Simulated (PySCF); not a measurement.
## Li2Te: frequency calculation

- system: Li2Te
- method: RKS-based PBE0, Te def2-TZVP with ECP28, Li def2-TZVP; non-relativistic Hamiltonian with a scalar-relativistic core potential; density fitting (PySCF 2.14.0)

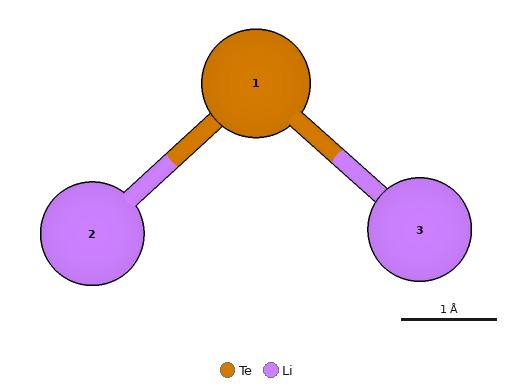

Fig. 1: The input geometry (ball-and-stick view, seen at a tilt; atoms are numbered from 1 in the order of the input). Sticks mark near contacts.

The input:
```python
from pyscf import gto, scf, dft
mol = gto.M(atom='''
Te     0.000000     0.000000    -0.202630
Li     1.856428     0.000000     1.358259
Li    -1.856428     0.000000     1.358259''',
    basis={'Te': 'def2-TZVP', 'Li': 'def2-TZVP'},
    ecp={'Te': 'def2-TZVP'},
    charge=0, spin=0)
mf = dft.RKS(mol, xc='PBE0')
mf.grids.atom_grid = (75, 302)
aux = {'Te': 'def2-universal-JKFIT', 'Li': 'def2-universal-JKFIT'}
mf = mf.density_fit(auxbasis=aux)
mf.conv_tol = 1e-09
mf.diis_space = 10
mf.max_cycle = 60
mf.verbose = 4
mf.kernel()
```

The script is an equivalent of the set-up of the self-consistent field. The run itself was carried out by a driver, which started from the orbitals of the step before it where there was one and computed the further properties.

Run on 2 threads of Arm Neoverse N1, 98 GiB of memory available, shared host.

Launched with:
```bash
OMP_NUM_THREADS=2 python axn.py task.json out
```

What the program printed:
```
init E= -283.114790592493
  HOMO = -0.162623941211992  LUMO = -0.047297094011407  gap/eV = 3.13820
cycle= 1 E= -283.114790592492  delta_E= 1.42e-12  |g|= 2.12e-06  |ddm|= 5.17e-06
  HOMO = -0.162623445565487  LUMO = -0.0472969768294016  gap/eV = 3.13819
Extra cycle  E= -283.114790592494  delta_E= -1.53e-12  |g|= 2.29e-06  |ddm|= 5.58e-06
converged SCF energy = -283.114790592494
```

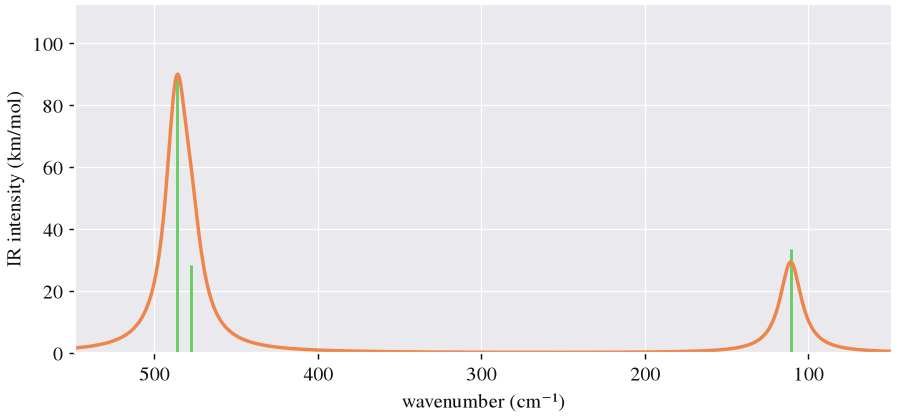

Fig. 2: Harmonic infrared spectrum, unscaled: sticks (degenerate modes added up, dark ones marked on the axis) with a Lorentzian envelope of 16 cm⁻¹ full width, scaled to the tallest stick. 3 modes from 111 to 486 cm⁻¹, none imaginary. The strongest line is at 486 cm⁻¹ (90 km/mol). All modes, in cm⁻¹ (km/mol): 111 (34), 477 (28), 486 (90).

Results in brief:

```json
{"quantity": "outcome", "value": "converged"}
{"quantity": "total energy", "value": "−283.114791 hartree"}
{"quantity": "HOMO", "value": "−4.43 eV"}
{"quantity": "LUMO", "value": "−1.29 eV"}
{"quantity": "zero-point energy", "value": "0.002448 hartree"}
{"quantity": "dipole moment", "value": "7.37 D"}
{"quantity": "wavenumbers, lowest and highest", "value": "111 and 486 cm⁻¹"}
{"quantity": "wall time", "value": "26 s (CPU time 47 s)"}
{"quantity": "peak memory", "value": "0.72 GiB"}
```
